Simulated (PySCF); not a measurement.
# C2F6, SMILES `FC(F)(F)C(F)(F)F`: electronic structure

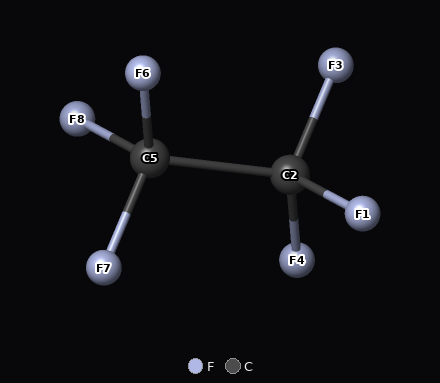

The molecule, with its atoms numbered as below. No frequency check shows the geometry to be a minimum.

Cartesian coordinates (Å):

```
F1       1.2442   -0.7466    0.9948
C2       0.7794    0.0001   -0.0000
F3       1.2438    1.2351    0.1491
F4       1.2442   -0.4883   -1.1438
C5      -0.7793   -0.0001   -0.0001
F6      -1.2441    0.4835    1.1459
F7      -1.2441   -1.2342   -0.1541
F8      -1.2440    0.7505   -0.9917
```

### 1. Bonding charge

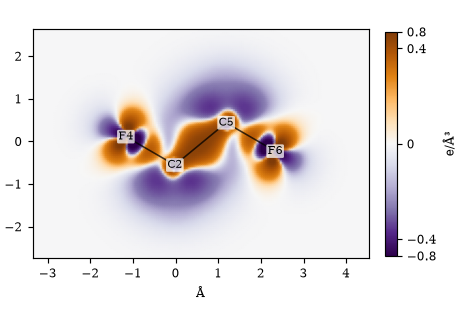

Deformation density (molecule less spherical, spin-averaged free atoms) in the plane of C2, F4, C5 and F6; colour scale in e/Å³, logarithmic beyond ±0.1; orange: gain, purple: loss.

Level of theory: B3LYP/aug-cc-pVDZ (PySCF), at a geometry from GFN2-xTB.

How much density has each bond in this plane gained at its critical point, relative to the free atoms?

Answer. C2–C5: +0.67 e/Å³ at the bond critical point (bond length 1.56 Å). C2–F4 and C5–F6: +0.11 e/Å³ at the bond critical point (bond length 1.33 Å); up to 0.6 Å beside the axis the gain reaches +0.30 e/Å³. In all, 1.8 electrons gather in the regions of gain relative to the promolecule. A small or negative value marks a very polar bond, one between electron-rich atoms, whose free-atom densities already overlap strongly, a long bond to a heavier atom, or a closed-shell contact such as a hydrogen bond.

Where do the Hirshfeld charges lie?

Answer. The highest Hirshfeld charge is on C2 and C5 (+0.24 e), the lowest on F1, F3, F4, F6, F7 and F8 (−0.08 e).

```csv
atom,charge (e)
F1,−0.08
C2,+0.24
F3,−0.08
F4,−0.08
C5,+0.24
F6,−0.08
F7,−0.08
F8,−0.08
```

### 2. Bond critical points

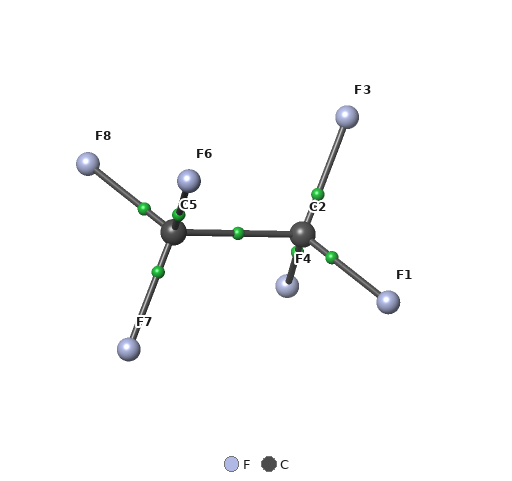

Molecular graph of the electron density (QTAIM): bond paths, bond critical points (green), ring points (magenta, if any); weak paths are dashed.

How many critical points of each kind are there, and does the count close?

Answer. 8 nuclei, 7 bond, 0 ring and 0 cage critical points: 8 − 7 + 0 − 0 = 1, as the Poincaré–Hopf relation requires.

Tabulate density, Laplacian, ellipticity and energy density at the bond critical points (atomic units).

Answer.
| bond | length (Å) | ρ (a.u.) | ∇²ρ (a.u.) | ε | H (a.u.) |
| --- | --- | --- | --- | --- | --- |
| C5–F7 (6 alike) | 1.328 | 0.282 | −0.30 | 0.12 | −0.422 |
| C2–C5 | 1.559 | 0.263 | −0.67 | 0.00 | −0.214 |

What kind of interaction is C5–F7?

Answer. Shared-shell (covalent): ρ = 0.282, ∇²ρ = −0.30, H = −0.422 a.u.

### 3. Local ionisation energy

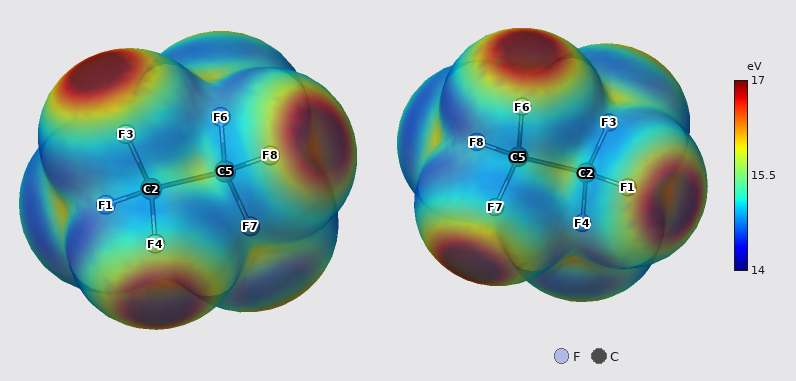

Average local ionisation energy on the surface of electron density 0.001 a.u. (back view left, front view right).

Where are the most loosely bound electrons on this surface?

Answer. The lowest value is 14.6 eV, 1.7 Å from F6, and at like points elsewhere. Further minima include 14.7 eV, 1.7 Å from F8. For comparison, the highest occupied orbital lies at −11.3 eV.

What volume does the surface enclose, and what is the dipole moment?

Answer. About 96 Å³; the dipole moment is 0.0 D.

### 4. Excited states

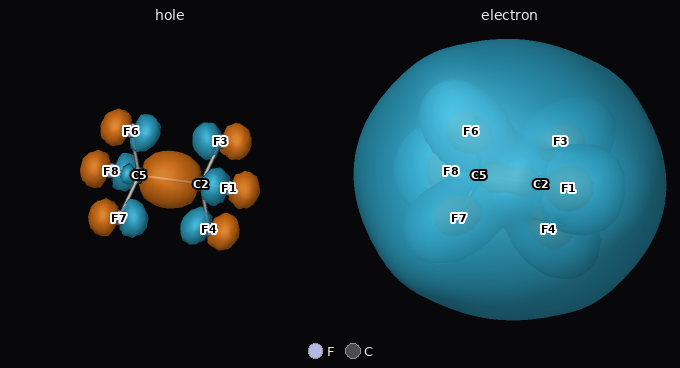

Leading natural transition orbital pair of T₃ (full linear response triplet states); the surfaces enclose about 70 % of each orbital's density.

Method: PBE0/def2-SVPD; geometry: GFN2-xTB; program: PySCF.

Give its energy and the atoms that hole and electron lie on.

Answer. 11.10 eV (112 nm), spin-forbidden from the singlet ground state, diffuse (Rydberg-like) orbital; the leading pair carries 98 %; hole on C2 and C5 (15 % each) and F1, F3, F4, F6, F7 and F8 (12 % each), electron on F1, F3, F4, F6, F7 and F8 (14 % each) and C2 and C5 (7 % each) (atom shares of so diffuse an orbital are rough); their centroids lie 0.0 Å apart. In canonical orbitals it is mainly HOMO → LUMO (98 %). The HOMO–LUMO gap is 12.43 eV.

### 5. In an electric field

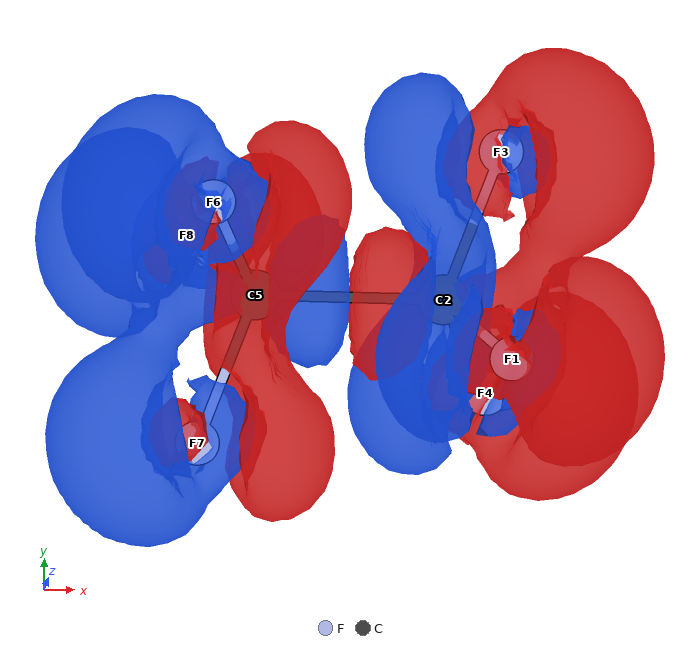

Change of the electron density in a uniform field of 0.21 V/Å, surfaces at ±0.001 e/Å³ (red: gain, blue: loss).

Method: B3LYP/def2-SVPD; geometry: GFN2-xTB; program: PySCF.

The field was applied in both directions; the picture shows the one opposite to the script's first.

Along which Cartesian direction does the field point?

Answer. Along −x: electrons gather on the +x side, against the field.

What dipole is induced, and what polarisability does it imply?

Answer. The induced dipole is 0.33 D (along the field); α along this axis, from the fields in both directions, is 33 bohr³ (4.8 Å³).

### 6. Removing or adding an electron

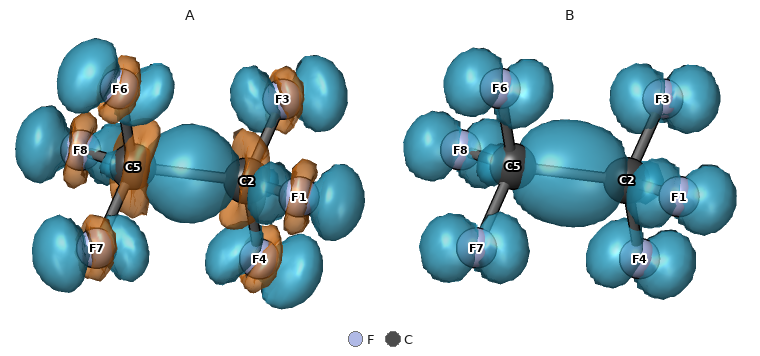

The Fukui function f⁻ from two separate SCF calculations and the density of the HOMO, at ±0.04 e/Å³ (light blue positive, orange negative).

Method: ωB97X/6-311+G**; geometry: GFN2-xTB; program: PySCF.

Which panel is which, and how good is the frozen-orbital picture?

Answer. A is f⁻ (it has negative regions), B the HOMO density. The HOMO lies on C2 and C5 (15 % each) and F1, F3, F4, F6, F7 and F8 (12 % each); f⁻ (Hirshfeld-condensed) is largest on F1, F3, F4, F6, F7 and F8 (0.14 each) and C2 and C5 (0.10 each); the vertical ionisation energy is 14.41 eV (the stability of the cation's solution wasn't checked). Relaxation shifts 11 % of the electron between atoms. The orbital energy is −14.18 eV.

### 7. Localised orbitals

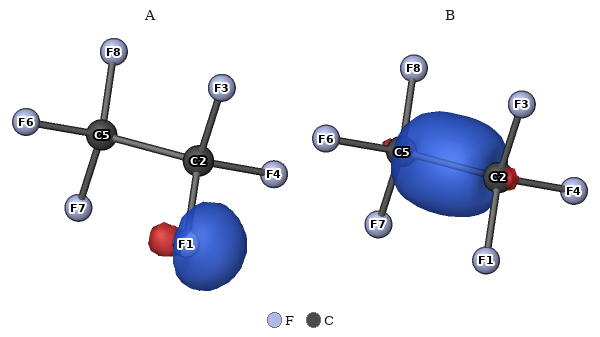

Foster–Boys orbitals, occupied; each surface holds about 70 % of the orbital's density. Energies are diagonal elements of the Fock matrix.

PySCF calculation, PBE/def2-SVP, gas phase; geometry: GFN2-xTB.

Name the orbitals, with their atomic make-up and energies.

Answer. By panel:
- A: lone pair on F1 (sp2.7-type) (F1 97 %; −15.7 eV)
- B: σ bond C5–C2 (C5 48 %, C2 48 %; −15.8 eV)

How do all the valence pairs divide up?

Answer. 25 pairs: 18 lone pairs and 7 σ bonds.

The PySCF runs shown took 9.9 s, 8.6 min, 23 s, 49 s and 8 s on 1 thread of Intel(R) Xeon(R) 6975P-C (Granite Rapids) (shared host).
